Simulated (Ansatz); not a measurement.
## Run report: Ge2H5BrOF2, nudged elastic band

- system: Ge2H5BrOF2
- method: RKS PBE/def2-SVP (Ansatz 0.2.0)

One setting was made poor on purpose. It belongs to a series of runs on one base structure; here: band between the two ends.

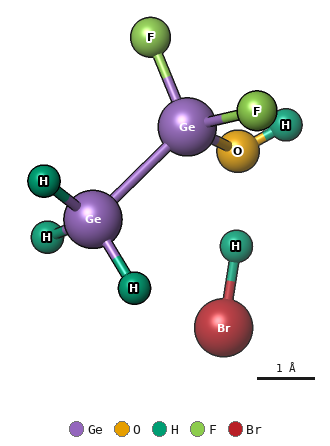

Fig. 1: The input geometry (ball-and-stick view, seen at a tilt). Sticks mark near contacts.

### The input
```yaml
crystal:
  periodic: [false, false, false]
  atoms:
    - { symbol: Ge, position_ang: [-0.041631, 0.198122, -0.072265] }
    - { symbol: O, position_ang: [-0.208685, -0.373046, 1.63544] }
    - { symbol: H, position_ang: [-1.134969, -0.596248, 1.858971] }
    - { symbol: Ge, position_ang: [2.231761, 0.008961, -0.930291] }
    - { symbol: H, position_ang: [2.504118, -1.483982, -1.19055] }
    - { symbol: H, position_ang: [2.249048, 0.833171, -2.238343] }
    - { symbol: H, position_ang: [3.171077, 0.61338, 0.131197] }
    - { symbol: F, position_ang: [-0.665931, 1.836287, -0.090123] }
    - { symbol: F, position_ang: [-1.258308, -0.700451, -0.961359] }
    - { symbol: Br, position_ang: [2.231307, -2.328902, 2.309767] }
    - { symbol: H, position_ang: [1.042712, -1.471893, 2.144855] }
basis:
  gaussian: { orbitals: def2-SVP }
hamiltonian:
  xc: pbe
neb:
  order_check: false
  images: 3
  f_tol: 0.05
  max_iterations: 60
  climbing: false
  final_atoms:
    - { symbol: Ge, position_ang: [0.07738559, -1.05386029, -0.15266827] }
    - { symbol: O, position_ang: [0.98598807, 0.63372315, 1.90046114] }
    - { symbol: H, position_ang: [0.04939474, 0.89581978, 1.77547389] }
    - { symbol: Ge, position_ang: [2.15722149, 0.00633383, -0.85734784] }
    - { symbol: H, position_ang: [2.4965215, -0.53087636, -2.27215874] }
    - { symbol: H, position_ang: [1.90205483, 1.52766608, -0.89589984] }
    - { symbol: H, position_ang: [3.24919119, -0.38647172, 0.15661062] }
    - { symbol: F, position_ang: [-1.19332713, 0.07349172, 0.35825715] }
    - { symbol: F, position_ang: [-0.73257743, -1.85764133, -1.48819529] }
    - { symbol: Br, position_ang: [0.20397688, -2.68479474, 1.51505634] }
    - { symbol: H, position_ang: [0.92466926, -0.08799113, 2.55770984] }
  initial_path:
    images:
      - { positions_ang: [[-0.041631, 0.198122, -0.072265], [-0.208685, -0.373046, 1.63544], [-1.134969, -0.596248, 1.858971], [2.231761, 0.008961, -0.930291], [2.504118, -1.483982, -1.19055], [2.249048, 0.833171, -2.238343], [3.171077, 0.61338, 0.131197], [-0.665931, 1.836287, -0.090123], [-1.258308, -0.700451, -0.961359], [2.231307, -2.328902, 2.309767], [1.042712, -1.471893, 2.144855]] }
      - { positions_ang: [[-0.0164435, 0.1165106, -0.02825886], [-0.10470379, -0.23023202, 1.88381726], [-1.02653434, -0.48116398, 2.1543116], [2.2533111, 0.01806236, -0.85269816], [2.61534755, -1.45814672, -1.11364188], [2.30751918, 0.83628546, -2.16519247], [3.18428977, 0.64138899, 0.21162743], [-0.70672199, 1.64525811, -0.27803455], [-1.03522779, -0.99133846, -0.79287198], [1.79729899, -2.25619124, 1.52809695], [0.85236381, -1.30503409, 2.05014366]] }
      - { positions_ang: [[0.008744, 0.03489919, 0.01574728], [-0.00072257, -0.08741804, 2.13219451], [-0.91809969, -0.36607997, 2.44965219], [2.27486121, 0.02716372, -0.77510532], [2.7265771, -1.43231145, -1.03673375], [2.36599035, 0.83939992, -2.09204193], [3.19750255, 0.66939799, 0.29205786], [-0.74751298, 1.45422921, -0.4659461], [-0.81214757, -1.28222593, -0.62438497], [1.36329099, -2.18348048, 0.7464269], [0.66201562, -1.13817517, 1.95543232]] }
      - { positions_ang: [[0.0430648, -0.50948055, -0.0684605], [0.49263275, 0.27315256, 2.01632783], [-0.43435247, 0.26486991, 2.11256304], [2.21604135, 0.01674878, -0.81622658], [2.6115493, -0.98159391, -1.65444625], [2.13402259, 1.183533, -1.49397088], [3.22334687, 0.14146314, 0.22433424], [-0.97042006, 0.76386047, -0.05384448], [-0.7723625, -1.56993363, -1.05629013], [0.78363393, -2.43413761, 1.13074162], [0.79334244, -0.61308315, 2.25657108]] }
      - { positions_ang: [[0.07738559, -1.05386029, -0.15266827], [0.98598807, 0.63372315, 1.90046114], [0.04939474, 0.89581978, 1.77547389], [2.15722149, 0.00633383, -0.85734784], [2.4965215, -0.53087636, -2.27215874], [1.90205483, 1.52766608, -0.89589984], [3.24919119, -0.38647172, 0.15661062], [-1.19332713, 0.07349172, 0.35825715], [-0.73257743, -1.85764133, -1.48819529], [0.20397688, -2.68479474, 1.51505634], [0.92466926, -0.08799113, 2.55770984]] }
```

Machine: 4 threads of Arm Neoverse V1, 24 GiB of memory available, shared host.

Command:
```bash
ansatz run input.yaml --threads 4 --pin off --max-ram 5120MiB --backend cpu --events-out ev --progress --plain --runs-dir out
```

### The program's output
```
Engine: ansatz 0.2.0, aarch64-unknown-linux-gnu
Functional definition: PBE
  parameter kappa = 0.804
  parameter beta = 0.06672455060314922
  exchange = pbe_x(kappa = kappa, mu = beta*pi^2/3)
  correlation = pbe_c(beta = beta)
1776 factors; their error is unknown
mean field evaluation 1: about -190576.2484 eV, gradient 7.4e1 eV
mean field evaluation 2: about -190532.4834 eV, gradient 1.7e2 eV
mean field evaluation 4: about -190584.2362 eV, gradient 1.6e1 eV
mean field evaluation 8: about -190584.6748 eV, gradient 2.9e-1 eV
mean field evaluation 16: about -190584.5335 eV, gradient 5.5e-4 eV
mean field -190584.53349285 eV, -7003.8524230257 hartree, gradient 5.7e-5 eV, S^2 0.000000; 0 other end points of the search recorded, 0 dependent functions left out
the calculation of the forces begins
reference -190584.53353376 eV, -7003.8524245292 hartree; 65, 65 occupied and 98, 98 virtual orbitals, 1776 factors
1776 factors; their error is unknown
mean field evaluation 32: about -190585.0244 eV, gradient 2.1e-2 eV
mean field -190585.02438243 eV, -7003.8704628849 hartree, gradient 3.8e-5 eV, S^2 0.000000; 0 other end points of the search recorded, 0 dependent functions left out
the calculation of the forces begins
reference -190585.02442262 eV, -7003.8704643620 hartree; 65, 65 occupied and 98, 98 virtual orbitals, 1776 factors
NEB end point (image 0): max|allowed force component| = 2.875e-2 eV/Å (the criterion of neb.relax_end_points is 1.000e-2)
NEB end point (image 4): max|allowed force component| = 9.634e-3 eV/Å (the criterion of neb.relax_end_points is 1.000e-2)
1776 factors; their error is unknown
mean field -190583.93637810 eV, -7003.8304794632 hartree, gradient 2.3e-5 eV, S^2 0.000000; 0 other end points of the search recorded, 0 dependent functions left out
the calculation of the forces begins
reference -190583.93641764 eV, -7003.8304809164 hartree; 65, 65 occupied and 98, 98 virtual orbitals, 1776 factors
1776 factors; their error is unknown
mean field evaluation 64: about -190582.6017 eV, gradient 3.7e-1 eV
mean field -190582.46131134 eV, -7003.7762717598 hartree, gradient 2.1e-5 eV, S^2 0.000000; 0 other end points of the search recorded, 0 dependent functions left out
the calculation of the forces begins
reference -190582.46135054 eV, -7003.7762732004 hartree; 65, 65 occupied and 98, 98 virtual orbitals, 1776 factors
1776 factors; their error is unknown
mean field -190582.57488990 eV, -7003.7804456950 hartree, gradient 4.7e-5 eV, S^2 0.000000; 0 other end points of the search recorded, 0 dependent functions left out
the calculation of the forces begins
reference -190582.57492886 eV, -7003.7804471264 hartree; 65, 65 occupied and 98, 98 virtual orbitals, 1776 factors
NEB iter   1: max|band force component| = 5.528e0 eV/Å  barrier→ = 2.0722 eV  barrier← = 2.5631 eV  Δτ_max = 0.2000 Å  (145 SCF iters)
these checks for a lower state are left out or cut short: starts, cluster_reference, orbital_swaps, neighbouring_geometries, increment
1776 factors; their error is unknown
mean field evaluation 96: about -190584.4989 eV, gradient 4.7e-1 eV
mean field -190584.35748017 eV, -7003.8459546789 hartree, gradient 2.4e-5 eV, S^2 0.000000; 0 other end points of the search recorded, 0 dependent functions left out
the calculation of the forces begins
reference -190584.35751986 eV, -7003.8459561374 hartree; 65, 65 occupied and 98, 98 virtual orbitals, 1776 factors
these checks for a lower state are left out or cut short: starts, cluster_reference, orbital_swaps, neighbouring_geometries, increment
1776 factors; their error is unknown
mean field -190583.30308577 eV, -7003.8072063993 hartree, gradient 9.7e-6 eV, S^2 0.000000; 0 other end points of the search recorded, 0 dependent functions left out
the calculation of the forces begins
reference -190583.30312478 eV, -7003.8072078331 hartree; 65, 65 occupied and 98, 98 virtual orbitals, 1776 factors
these checks for a lower state are left out or cut short: starts, cluster_reference, orbital_swaps, neighbouring_geometries, increment
1776 factors; their error is unknown
mean field -190584.22164204 eV, -7003.8409627198 hartree, gradient 1.7e-5 eV, S^2 0.000000; 0 other end points of the search recorded, 0 dependent functions left out
the calculation of the forces begins
reference -190584.22168201 eV, -7003.8409641885 hartree; 65, 65 occupied and 98, 98 virtual orbitals, 1776 factors
NEB iter   2: max|band force component| = 2.625e0 eV/Å  barrier→ = 1.2304 eV  barrier← = 1.7213 eV  Δτ_max = 0.1982 Å  (105 SCF iters)
[... from here on the SCF iterations and repeated set-up lines of each step are left out, up to the last step ...]
NEB iter   3: max|band force component| = 1.969e0 eV/Å  barrier→ = 0.8861 eV  barrier← = 1.3770 eV  Δτ_max = 0.2000 Å  (96 SCF iters)
NEB iter   4: max|band force component| = 1.542e0 eV/Å  barrier→ = 0.4903 eV  barrier← = 0.9812 eV  Δτ_max = 0.1984 Å  (98 SCF iters)
NEB iter   5: max|band force component| = 7.045e-1 eV/Å  barrier→ = 0.1938 eV  barrier← = 0.6847 eV  Δτ_max = 0.1431 Å  (97 SCF iters)
NEB iter   6: max|band force component| = 6.772e-1 eV/Å  barrier→ = 0.1327 eV  barrier← = 0.6236 eV  Δτ_max = 0.1169 Å  (88 SCF iters)
NEB iter   7: max|band force component| = 2.999e-1 eV/Å  barrier→ = 0.0953 eV  barrier← = 0.5862 eV  Δτ_max = 0.0945 Å  (89 SCF iters)
NEB iter   8: max|band force component| = 2.255e-1 eV/Å  barrier→ = 0.0789 eV  barrier← = 0.5698 eV  Δτ_max = 0.0414 Å  (86 SCF iters)
NEB iter   9: max|band force component| = 1.933e-1 eV/Å  barrier→ = 0.0673 eV  barrier← = 0.5582 eV  Δτ_max = 0.0926 Å  (81 SCF iters)
NEB iter  10: max|band force component| = 1.799e-1 eV/Å  barrier→ = 0.0529 eV  barrier← = 0.5438 eV  Δτ_max = 0.0510 Å  (84 SCF iters)
NEB iter  11: max|band force component| = 8.530e-2 eV/Å  barrier→ = 0.0496 eV  barrier← = 0.5405 eV  Δτ_max = 0.0186 Å  (81 SCF iters)
these checks for a lower state are left out or cut short: starts, cluster_reference, orbital_swaps, neighbouring_geometries, increment
1776 factors; their error is unknown
mean field -190584.48616647 eV, -7003.8506838135 hartree, gradient 6.0e-5 eV, S^2 0.000000; 0 other end points of the search recorded, 0 dependent functions left out
the calculation of the forces begins
reference -190584.48620675 eV, -7003.8506852934 hartree; 65, 65 occupied and 98, 98 virtual orbitals, 1776 factors
these checks for a lower state are left out or cut short: starts, cluster_reference, orbital_swaps, neighbouring_geometries, increment
1776 factors; their error is unknown
mean field -190584.48437218 eV, -7003.8506178743 hartree, gradient 8.0e-5 eV, S^2 0.000000; 0 other end points of the search recorded, 0 dependent functions left out
the calculation of the forces begins
reference -190584.48441196 eV, -7003.8506193362 hartree; 65, 65 occupied and 98, 98 virtual orbitals, 1776 factors
these checks for a lower state are left out or cut short: starts, cluster_reference, orbital_swaps, neighbouring_geometries, increment
1776 factors; their error is unknown
mean field -190584.95350191 eV, -7003.8678580738 hartree, gradient 8.9e-5 eV, S^2 0.000000; 0 other end points of the search recorded, 0 dependent functions left out
the calculation of the forces begins
reference -190584.95354230 eV, -7003.8678595583 hartree; 65, 65 occupied and 98, 98 virtual orbitals, 1776 factors
1776 factors; their error is unknown
mean field evaluation 320: about -190584.4862 eV, gradient 1.3e-3 eV
mean field -190584.48616647 eV, -7003.8506838134 hartree, gradient 6.0e-5 eV, S^2 0.000000; 1 other end points of the search recorded, 0 dependent functions left out
the calculation of the forces begins
reference -190584.48620675 eV, -7003.8506852934 hartree; 65, 65 occupied and 98, 98 virtual orbitals, 1776 factors
1776 factors; their error is unknown
mean field -190584.95350191 eV, -7003.8678580738 hartree, gradient 8.9e-5 eV, S^2 0.000000; 1 other end points of the search recorded, 0 dependent functions left out
the calculation of the forces begins
reference -190584.95354230 eV, -7003.8678595583 hartree; 65, 65 occupied and 98, 98 virtual orbitals, 1776 factors
1776 factors; their error is unknown
mean field evaluation 352: about -190584.6050 eV, gradient 3.6e0 eV
mean field -190584.48437218 eV, -7003.8506178743 hartree, gradient 8.0e-5 eV, S^2 0.000000; 1 other end points of the search recorded, 0 dependent functions left out
the calculation of the forces begins
reference -190584.48441196 eV, -7003.8506193363 hartree; 65, 65 occupied and 98, 98 virtual orbitals, 1776 factors
NEB iter  12: max|band force component| = 3.825e-2 eV/Å  barrier→ = 0.0491 eV  barrier← = 0.5400 eV  Δτ_max = 0.0000 Å  (170 SCF iters)
```

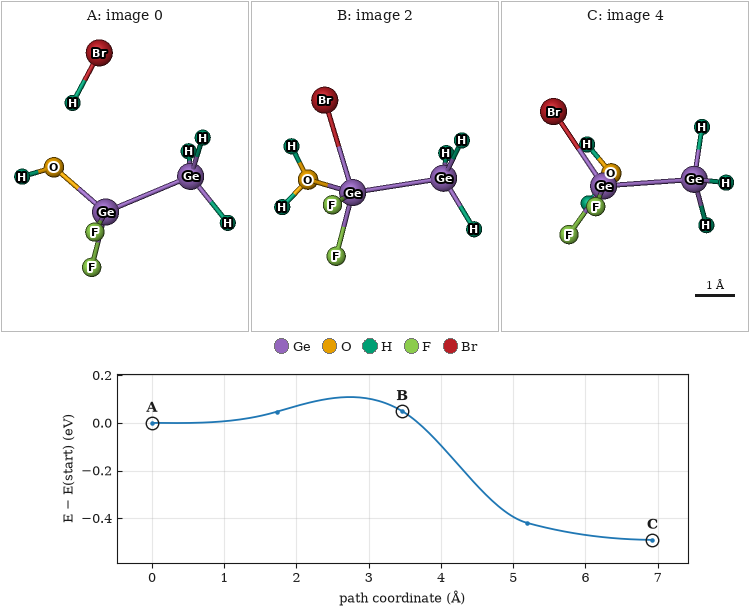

Fig. 2: Images of the last band (counted from 0; ball-and-stick, seen at a tilt) above the energy along the path; the line is a cubic interpolation that uses the forces. The highest image is number 2, 0.049 eV above the start and 0.540 eV above the end; the end lies 0.491 eV below the start. The path is 6.93 Å long. The band converged in 12 iterations.

```
Total energy: -190584.48441196 eV, -7003.8506193363 hartree
Atom 0 at     0.247978    -0.522072    -0.040422 Å, force     0.016910    -0.083903     0.039753 eV/Å
Atom 1 at     0.159683    -0.000694     2.084687 Å, force     0.059850     0.006695     0.031684 eV/Å
Atom 2 at    -0.740320     0.365364     2.218147 Å, force     0.013199     0.009427     0.017684 eV/Å
Atom 3 at     2.423780     0.105924    -0.937047 Å, force     0.020574     0.008250    -0.014333 eV/Å
Atom 4 at     2.950503    -1.160381    -1.647669 Å, force     0.026430     0.018766    -0.014830 eV/Å
Atom 5 at     2.307138     1.302704    -1.910397 Å, force    -0.013631     0.003362     0.005592 eV/Å
Atom 6 at     3.306590     0.463892     0.281344 Å, force    -0.001501     0.006238    -0.012319 eV/Å
Atom 7 at    -0.792647     0.935279    -0.007932 Å, force     0.005960    -0.064554     0.051715 eV/Å
Atom 8 at    -0.887944    -1.404149    -1.055172 Å, force     0.016060    -0.025046    -0.054399 eV/Å
Atom 9 at     0.929487    -2.638398     1.131994 Å, force    -0.068274     0.006370    -0.080497 eV/Å
Atom 10 at     0.216251    -0.912070     2.479765 Å, force    -0.075577     0.114395     0.029950 eV/Å
Dipole moment:     0.246811     0.377212     0.450153 e Å
this run last wrote the band of iteration 12 to [file]
```

### The last band as extended XYZ (Å, eV, eV/Å)
```
11
Properties=species:S:1:pos:R:3:forces:R:3 image=0 energy=-190584.53349
Ge   -0.0416    0.1981   -0.0723   -0.0089  -0.0001   0.0144
O    -0.2087   -0.3730    1.6354   -0.0036   0.0085  -0.0287
H    -1.1350   -0.5962    1.8590    0.0020  -0.0009   0.0064
Ge    2.2318    0.0090   -0.9303   -0.0091   0.0012   0.0000
H     2.5041   -1.4840   -1.1905    0.0011  -0.0063  -0.0012
H     2.2490    0.8332   -2.2383   -0.0004   0.0021  -0.0018
H     3.1711    0.6134    0.1312    0.0051   0.0026   0.0050
F    -0.6659    1.8363   -0.0901    0.0036  -0.0159  -0.0018
F    -1.2583   -0.7005   -0.9614    0.0090   0.0100   0.0068
Br    2.2313   -2.3289    2.3098   -0.0067   0.0066  -0.0006
H     1.0427   -1.4719    2.1449    0.0079  -0.0079   0.0015
11
Properties=species:S:1:pos:R:3:forces:R:3 image=1 energy=-190584.48617
Ge    0.0390    0.0102   -0.0413   -0.0241   0.0358  -0.0100
O    -0.0116   -0.0427    1.7720   -0.0071  -0.0118  -0.0141
H    -0.9111    0.1306    2.1170   -0.0157  -0.0174  -0.0109
Ge    2.3116    0.1065   -0.9174   -0.0052  -0.0007   0.0069
H     2.6691   -1.2618   -1.5280   -0.0214  -0.0084   0.0122
H     2.2930    1.2206   -1.9909    0.0103  -0.0051   0.0004
H     3.2309    0.4861    0.2617   -0.0025  -0.0022   0.0024
F    -0.9297    1.4237   -0.4141   -0.0031   0.0381  -0.0267
F    -0.9648   -1.2941   -0.6395   -0.0051   0.0197   0.0227
Br    1.6073   -2.7217    1.8512    0.0456  -0.0140   0.0461
H     0.7866   -1.5219    2.1266    0.0283  -0.0340  -0.0290
11
Properties=species:S:1:pos:R:3:forces:R:3 image=2 energy=-190584.48437
Ge    0.2480   -0.5221   -0.0404    0.0169  -0.0839   0.0398
O     0.1597   -0.0007    2.0847    0.0599   0.0067   0.0317
H    -0.7403    0.3654    2.2181    0.0132   0.0094   0.0177
Ge    2.4238    0.1059   -0.9370    0.0206   0.0083  -0.0143
H     2.9505   -1.1604   -1.6477    0.0264   0.0188  -0.0148
H     2.3071    1.3027   -1.9104   -0.0136   0.0034   0.0056
H     3.3066    0.4639    0.2813   -0.0015   0.0062  -0.0123
F    -0.7926    0.9353   -0.0079    0.0060  -0.0646   0.0517
F    -0.8879   -1.4041   -1.0552    0.0161  -0.0250  -0.0544
Br    0.9295   -2.6384    1.1320   -0.0683   0.0064  -0.0805
H     0.2163   -0.9121    2.4798   -0.0756   0.1144   0.0300
11
Properties=species:S:1:pos:R:3:forces:R:3 image=3 energy=-190584.95350
Ge    0.1384   -0.8033   -0.1323   -0.0051   0.0031  -0.0230
O     0.7608    0.2970    2.1459    0.0316   0.0119   0.0029
H    -0.1481    0.6640    2.1010    0.0365   0.0140  -0.0089
Ge    2.2828    0.0671   -0.9049    0.0136  -0.0009   0.0092
H     2.8792   -1.0523   -1.7932   -0.0080   0.0217   0.0102
H     1.9945    1.3261   -1.7581   -0.0145  -0.0055   0.0269
H     3.1998    0.3871    0.2926   -0.0117  -0.0059  -0.0017
F    -1.1507    0.3137    0.3635   -0.0212  -0.0652   0.0114
F    -0.6315   -1.4096   -1.5978    0.0179  -0.0143  -0.0309
Br    0.1542   -2.7242    1.2234   -0.0580   0.0191  -0.0099
H     0.6412   -0.5303    2.6572    0.0191   0.0219   0.0139
11
Properties=species:S:1:pos:R:3:forces:R:3 image=4 energy=-190585.02438
Ge    0.0774   -1.0539   -0.1527   -0.0036   0.0019   0.0007
O     0.9860    0.6337    1.9005   -0.0046  -0.0043   0.0025
H     0.0494    0.8958    1.7755    0.0096  -0.0047   0.0007
Ge    2.1572    0.0063   -0.8573   -0.0015  -0.0016  -0.0019
H     2.4965   -0.5309   -2.2722   -0.0001   0.0020   0.0004
H     1.9021    1.5277   -0.8959   -0.0011  -0.0006   0.0021
H     3.2492   -0.3865    0.1566    0.0005  -0.0002   0.0000
F    -1.1933    0.0735    0.3583    0.0018   0.0010   0.0019
F    -0.7326   -1.8576   -1.4882    0.0035  -0.0014  -0.0005
Br    0.2040   -2.6848    1.5151   -0.0002   0.0007   0.0014
H     0.9247   -0.0880    2.5577   -0.0044   0.0071  -0.0075
```

### Results in brief

```json
{"quantity": "outcome", "value": "converged"}
{"quantity": "barrier, forward", "value": "0.049 eV"}
{"quantity": "barrier, backward", "value": "0.540 eV"}
{"quantity": "wall time", "value": "99 s (CPU time 6.3 min)"}
{"quantity": "peak memory", "value": "0.3 GiB"}
```

### Remarks

A deliberately poor setting: few images. The order of the saddle point was not checked.
